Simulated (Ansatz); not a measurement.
# CH4Sn (SMILES [CH3][SnH]) (triplet): what the fields show

```xyz
6

C    -2.2097   -0.6469   -0.4990
Sn   -0.0991   -0.0824   -0.0856
H    -2.6139   -1.1178    0.4074
H    -2.7723    0.2626   -0.7442
H    -2.2113   -1.3426   -1.3489
H     1.0097   -1.3634    0.3501
```

Geometry: B3LYP-D3(BJ)/def2-SVP; core potentials replace the inner electrons of Sn.

Theory: Ansatz 0.2.0, isolated molecule in a Gaussian basis; Kohn-Sham density functional theory, functional PBE0.

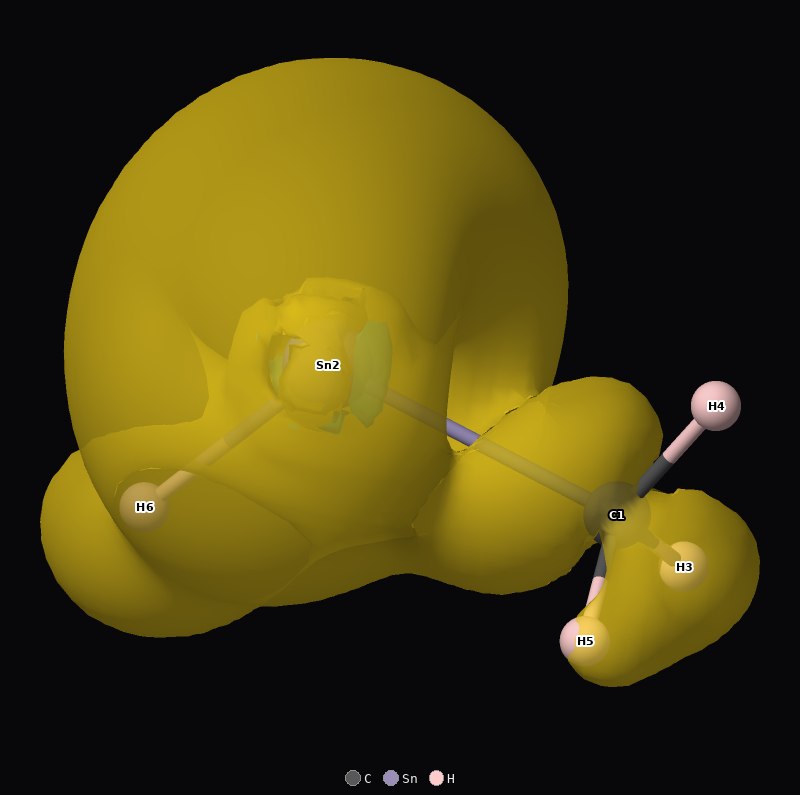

Figure 1. Isosurfaces of the spin density (α minus β) at +0.02 (yellow) and −0.02 e/Å³ (cyan), seen at an oblique angle.

> Which atoms carry the spin?

The unpaired spin (2 electrons) lies mostly on Sn2 (about 1.6), C1 (about 0.2) and H6 (about 0.1), in electrons by Hirshfeld's partition.

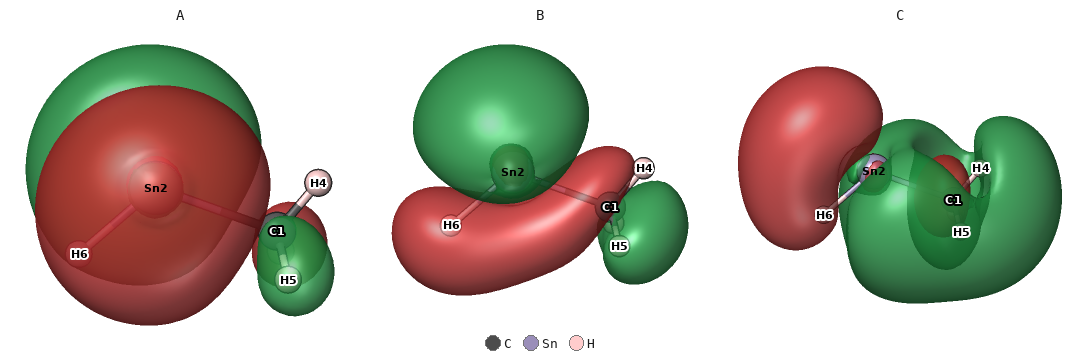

Figure 2. Three frontier orbitals at ±0.05 Å⁻³ᐟ² (green and red are the two phases), in no order.

> Which picture is the HOMO−1, the HOMO and the LUMO? All are α orbitals.

B is the HOMO−1 (α) (−6.70 eV). Its weight (Hirshfeld) is mainly on Sn2 (about 65 %), C1 (about 15 %) and H6 (about 10 %). A is the HOMO (α) (−4.78 eV). Its weight (Hirshfeld) is mainly on Sn2 (about 90 %). C is the LUMO (α) (−0.34 eV). By Hirshfeld shares it lies mainly on Sn2 (about 55 %), C1 (about 15 %), H3 (about 10 %), H5 (about 10 %), H4 (about 5 %) and H6 (about 5 %).

> What is the gap between the highest occupied and lowest empty α orbitals?

4.44 eV between the orbital energies.

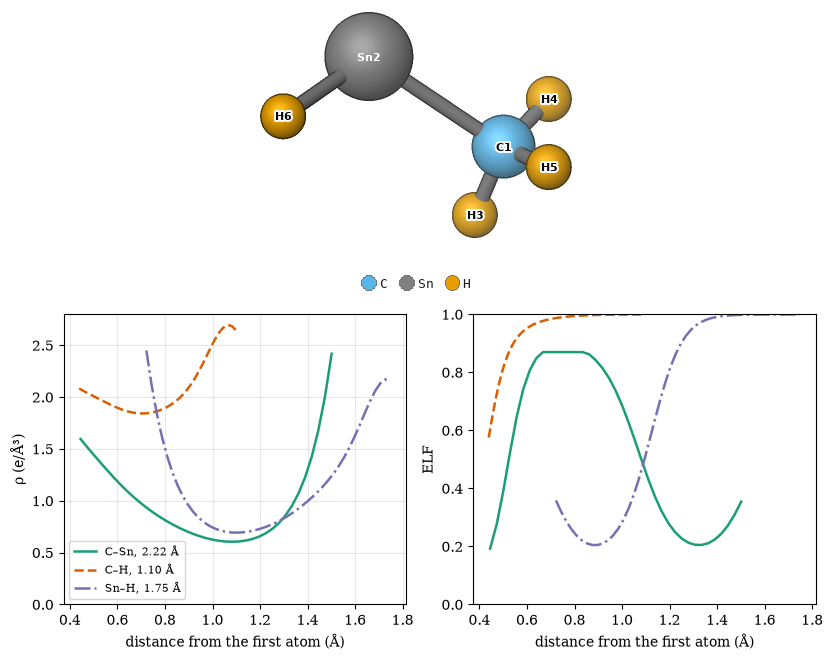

Figure 3. Electron density and ELF along straight lines between neighbouring atoms. The curves leave out the atomic cores. The structure is drawn too.

> What can be read from the curves?

C–Sn (2.22 Å): ρ at the midpoint is about 0.61 e/Å³; the ELF peaks at about 0.85 in the valence shell of C, 0.7 Å from its nucleus, and is about 0.45 at the midpoint.
C–H (1.10 Å): ρ is about 2 e/Å³ halfway; the ELF climbs to about 1 towards the hydrogen, as it does in any bond to H (a covalent bond by its length).
Sn–H (1.75 Å): ρ is about 1 e/Å³ halfway; the ELF climbs to about 1 towards the hydrogen.
